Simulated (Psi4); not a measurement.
**InH2F: calculation of the molecule and its ions**

System: InH2F, SMILES [H][In]([H])[F].
Method: EP2/def2-TZVPP, RHF (Psi4 1.11).

The run did not end well. The geometry comes from this level: GFN2-xTB.

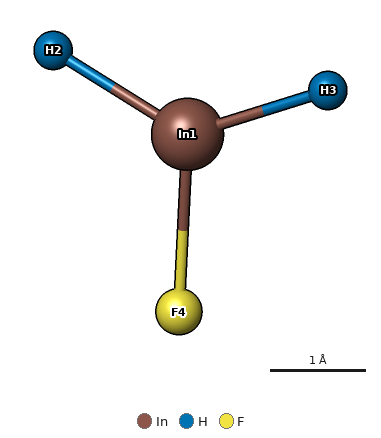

**Figure 1.** The structure (ball-and-stick view, seen at a tilt; atoms are numbered from 1 in the order of the input). Sticks mark near contacts. Bond lengths as drawn: F–In 1.95 Å and H–In 1.69 Å.

### Outcome

- outcome: ended with an error
- hardware: 1 thread of Intel Xeon (Granite Rapids), 12 GiB of memory available, shared host
- wall time: 5.7 s
- peak memory: 0.47 GiB

### Diagnosis

Settings chosen away from the usual ones: num_frozen_uocc set to 2. The run ended with an error: “Fatal Error: Molecule::point_group: Molecular point group has not been set.”

### Input (job.dat)
```
memory 1600 mb

molecule mol {
  0 1
  In     0.069180     0.117330    -0.000190
  H      1.751200    -0.073770     0.013580
  H     -0.891440     1.509340    -0.018860
  F     -0.928940    -1.552910     0.005460
}

set {
  basis def2-TZVPP
  scf_type pk
  ep2_num_ip 3
  ep2_num_ea 2
  num_frozen_uocc 2
}

e_tot, wfn = energy('ep2', return_wfn=True)
```

Launched with:
```bash
psi4 job.dat job.out -n 1
```

### Log
```
Psi4 1.11 release

   => Loading Basis Set <=

    Name: DEF2-TZVPP
    Role: ORBITAL
    Keyword: BASIS

    !!!  WARNING: ECP capability is in beta. Please check occupations closely.  !!!

         ---------------------------------------------------------
                                   SCF
                              RHF Reference
                        1 Threads,   1525 MiB Core
         ---------------------------------------------------------

  ==> Geometry <==

    Molecular point group: c1
    Full point group: C1

    Geometry (in Angstrom), charge = 0, multiplicity = 1:

       Center              X                  Y                   Z               Mass
    ------------   -----------------  -----------------  -----------------  -----------------
         IN           0.134166558583     0.224558932653    -0.000753415195   114.903878776000
         H            1.816186558583     0.033458932653     0.013016584805     1.007825032230
         H           -0.826453441417     1.616568932653    -0.019423415195     1.007825032230
         F           -0.863953441417    -1.445681067347     0.004896584805    18.998403162730

  Running in c1 symmetry.

  Rotational constants: A =      3.52482  B =      0.26499  C =      0.24646 [cm^-1]
  Rotational constants: A = 105671.44482  B =   7944.22132  C =   7388.74649 [MHz]
  Nuclear repulsion =   67.818386914689327

  Charge       = 0
  Multiplicity = 1
  Electrons    = 32
  Nalpha       = 16
  Nbeta        = 16

  ==> Algorithm <==

  SCF Algorithm Type is PK.
  DIIS enabled.
  MOM disabled.
  Fractional occupation disabled.
  Guess Type is SAD.
  Energy threshold   = 1.00e-08
  Density threshold  = 1.00e-08
  Integral threshold = 1.00e-12

  ==> Primary Basis <==

  Basis Set: DEF2-TZVPP
    Blend: DEF2-TZVPP
    Number of shells: 39
    Number of basis functions: 109
    Number of Cartesian functions: 125
    Spherical Harmonics?: true
    Max angular momentum: 3

  Core potential: DEF2-TZVPP
    Number of shells: 4
    Number of ECP primitives: 18
    Number of ECP core electrons: 28
    Max angular momentum: 3

  ==> Integral Setup <==

  Using in-core PK algorithm.
   Calculation information:
      Number of atoms:                   4
      Number of AO shells:              39
      Number of primitives:             65
      Number of atomic orbitals:       125
      Number of basis functions:       109

      Integral cutoff                 1.00e-12
      Number of threads:                 1

  Performing in-core PK
  Using 35946020 doubles for integral storage.
  We computed 280650 shell quartets total.
  Whereas there are 304590 unique shell quartets.

  ==> DiskJK: Disk-Based J/K Matrices <==

    J tasked:                  Yes
    K tasked:                  Yes
    wK tasked:                  No
    Memory [MiB]:             1144
    Schwarz Cutoff:          1E-12

  Minimum eigenvalue in the overlap matrix is 2.6295706477E-03.
  Reciprocal condition number of the overlap matrix is 6.0486144758E-04.
    Using symmetric orthogonalization.

  ==> Pre-Iterations <==

  SCF Guess: Superposition of Atomic Densities via on-the-fly atomic UHF (no occupation information).

   -------------------------
    Irrep   Nso     Nmo
   -------------------------
     A        109     109
   -------------------------
    Total     109     109
   -------------------------

  ==> Iterations <==

                        Total Energy        Delta E     RMS |[F,P]|

   @RHF iter SAD:  -288.27574935090422   -2.88276e+02   0.00000e+00
   @RHF iter   1:  -289.77503293891021   -1.49928e+00   4.76026e-03 DIIS/ADIIS
   @RHF iter   2:  -289.82751153475954   -5.24786e-02   3.47097e-03 DIIS/ADIIS
   @RHF iter   3:  -289.86427802865529   -3.67665e-02   2.61589e-04 DIIS/ADIIS
   @RHF iter   4:  -289.86455763396594   -2.79605e-04   9.16221e-05 DIIS
   @RHF iter   5:  -289.86460333875732   -4.57048e-05   1.58615e-05 DIIS
   @RHF iter   6:  -289.86460703658173   -3.69782e-06   4.76067e-06 DIIS
   @RHF iter   7:  -289.86460738316862   -3.46587e-07   1.52542e-06 DIIS
   @RHF iter   8:  -289.86460741989157   -3.67230e-08   3.75183e-07 DIIS
   @RHF iter   9:  -289.86460742168913   -1.79756e-09   6.50596e-08 DIIS
   @RHF iter  10:  -289.86460742175285   -6.37215e-11   1.74501e-08 DIIS
   @RHF iter  11:  -289.86460742175882   -5.96856e-12   3.28758e-09 DIIS
  Energy and wave function converged.

  ==> Post-Iterations <==

    Orbital Energies [Eh]
    ---------------------

    Doubly Occupied:

       1A    -26.200575     2A     -5.403294     3A     -3.666147
       4A     -3.656284     5A     -3.655688     6A     -1.475805
       7A     -1.054036     8A     -1.049407     9A     -1.045988
      10A     -1.044176    11A     -1.040755    12A     -0.613714
      13A     -0.567832    14A     -0.560629    15A     -0.506080
      16A     -0.432030

    Virtual:

      17A      0.017829    18A      0.065553    19A      0.096466
      20A      0.110834    21A      0.143122    22A      0.188429
      23A      0.237005    24A      0.244411    25A      0.256975
      26A      0.291079    27A      0.311667    28A      0.366072
      29A      0.388751    30A      0.489214    31A      0.501447
      32A      0.664347    33A      0.695095    34A      0.697431
      35A      0.759623    36A      0.774281    37A      0.793800
      38A      0.794208    39A      0.858156    40A      0.960195
      41A      0.983041    42A      0.983837    43A      0.992892
      44A      1.040725    45A      1.052576    46A      1.077618
      47A      1.130453    48A      1.176781    49A      1.184810
      50A      1.253737    51A      1.292346    52A      1.305755
      53A      1.394951    54A      1.436059    55A      1.766698
      56A      1.779289    57A      2.315278    58A      2.318997
      59A      2.391045    60A      2.434720    61A      2.462084
      62A      2.467190    63A      2.488944    64A      2.509866
      65A      2.519340    66A      2.625962    67A      2.804899
      68A      2.813341    69A      2.949202    70A      2.983235
      71A      3.443672    72A      3.508816    73A      3.539260
      74A      3.552834    75A      3.619238    76A      3.649062
      77A      3.704325    78A      3.726669    79A      3.777496
      80A      3.780902    81A      3.881871    82A      4.069711
      83A      4.085508    84A      4.154670    85A      4.155417
      86A      4.170663    87A      4.304773    88A      4.373229
      89A      4.515406    90A      4.865830    91A      4.944348
      92A      7.471213    93A      7.475778    94A      7.476330
      95A      7.476978    96A      7.477907    97A      7.495915
      98A      7.496955    99A      8.965039   100A      8.975965
     101A      9.096098   102A      9.158944   103A      9.380310
     104A     38.658452   105A     39.350252   106A     39.674034
     107A     39.870615   108A     58.657546   109A    125.726301

    Final Occupation by Irrep:
              A
    DOCC [    16 ]
    NA   [    16 ]
    NB   [    16 ]

  @RHF Final Energy:  -289.86460742175882

   => Energetics <=

    Nuclear Repulsion Energy =             67.8183869146893272
    One-Electron Energy =                -611.4211090586995851
    Two-Electron Energy =                 253.7381147222514244
    Total Energy =                       -289.8646074217588193

Computation Completed

Properties will be evaluated at   0.000000,   0.000000,   0.000000 [a0]

Properties computed using the SCF density matrix

 Multipole Moments:

 ------------------------------------------------------------------------------------
     Multipole            Electronic (a.u.)      Nuclear  (a.u.)        Total (a.u.)
 ------------------------------------------------------------------------------------

 L = 1.  Multiply by 2.5417464519 to convert [e a0] to [Debye]
 Dipole X            :          8.0964697           -7.4990949            0.5973748
 Dipole Y            :         13.5628657          -12.5579183            1.0049474
 Dipole Z            :         -0.0441679            0.0412730           -0.0028949
 Magnitude           :                                                    1.1690955

 ------------------------------------------------------------------------------------

	total time  =          4 seconds =       0.07 minutes
   => Loading Basis Set <=

    Name: (DEF2-TZVPP AUX)
    Role: RIFIT
    Keyword: DF_BASIS_EP2

         ---------------------------------------------------------
                  Second-Order Electron Propagator Theory

         ---------------------------------------------------------

RuntimeError:
Fatal Error: Molecule::point_group: Molecular point group has not been set.

Printing out the relevant lines from the Psithon --> Python processed input file:
    core.set_global_option("BASIS", "def2-TZVPP")
    core.set_global_option("SCF_TYPE", "pk")
    core.set_global_option("EP2_NUM_IP", 3)
    core.set_global_option("EP2_NUM_EA", 2)
    core.set_global_option("NUM_FROZEN_UOCC", 2)
--> e_tot, wfn = energy('ep2', return_wfn=True)

!----------------------------------------------------------------------------------!
!                                                                                  !
! Fatal Error: Molecule::point_group: Molecular point group has not been set.      !
!                                                                                  !
!----------------------------------------------------------------------------------!

    Psi4 run time: 0:00:04.22
```
